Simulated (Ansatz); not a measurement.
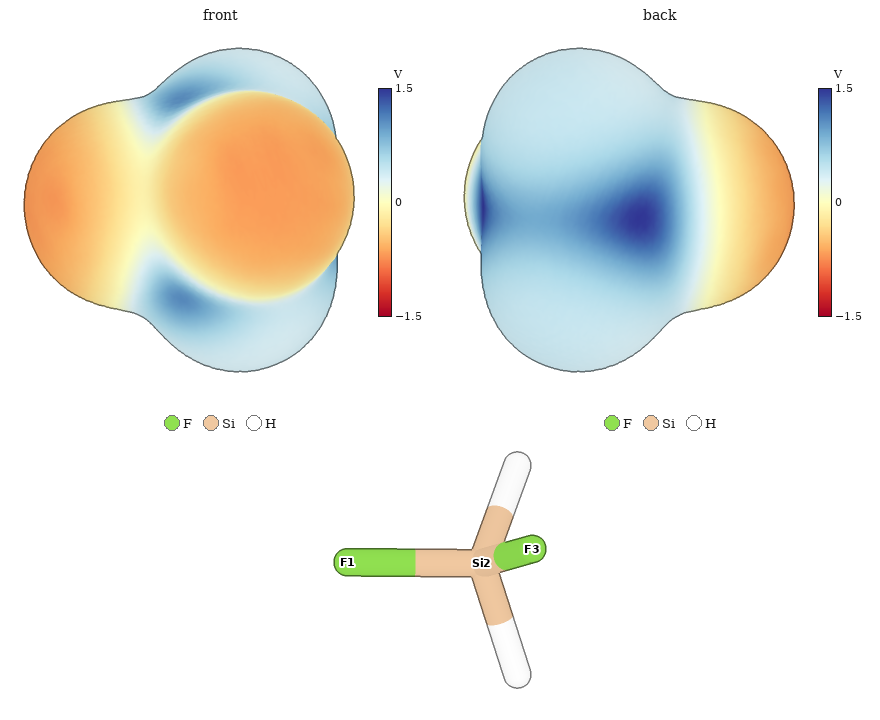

The picture shows: F₂H₂Si (SMILES F[SiH2]F). The molecular electrostatic potential painted on the density surface at 0.001 e/bohr³, seen from the front and from behind; red is negative and blue positive. The bare structure is drawn below in the same view.

Geometry: PBE0-D4/def2-TZVP.

The calculation used RKS PBE0-D4/def2-TZVPP (Ansatz).

The calculation's input:

```
crystal:
  periodic: [false, false, false]
  atoms:
    - {symbol: F, position_ang: [-1.069589, 0.523735, 0.971905]}
    - {symbol: Si, position_ang: [0.004779, -0.015268, -0.062200]}
    - {symbol: F, position_ang: [1.257379, -0.535404, 0.759150]}
    - {symbol: H, position_ang: [-0.580194, -1.153333, -0.794711]}
    - {symbol: H, position_ang: [0.437426, 1.106671, -0.915443]}
basis:
  gaussian: {orbitals: def2-TZVPP}
hamiltonian: {xc: pbe0, dispersion: d4}
output: {orbitals: {seedname: orbitals}}
```

Launched as:

```sh
ansatz run in.yaml --threads 4 --pin off --events-out ev --progress --plain --max-ram 10444MiB
```

### Describe the electrostatic potential map.

The most negative region (about −0.7 V) lies over F1 and F3, the most positive (about +1.5 V) over Si2.
